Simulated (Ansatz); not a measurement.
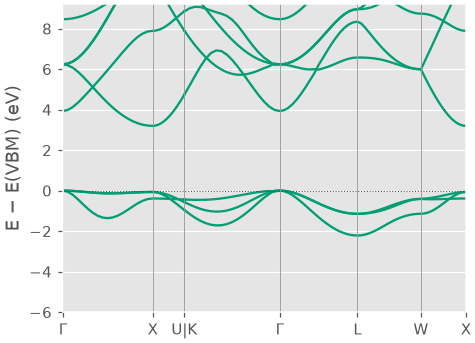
Band structure from PBEsol (plane waves, PAW; program Ansatz)

Problem. Read off the gap and where the band edges lie.

Solution. About 3.2 eV (3.20 eV by a search for the band edges); maximum at Γ, minimum at X.

Problem. Which of these materials gives this?
A) MgO, rock salt
B) SrO, rock salt
C) MgS, rock salt
D) HfO2, fluorite

Solution. B, SrO, rock salt

Space group Fm-3m (rock salt). The cell was relaxed with PBEsol under the symmetry of its start. Spin–orbit coupling is left out wherever it is not named.

Potentials: the earlier of the program's two PAW sets. The files were generated under PBE; for other functionals the program regenerates the frozen cores, and for LDA and PBEsol the local potential too.
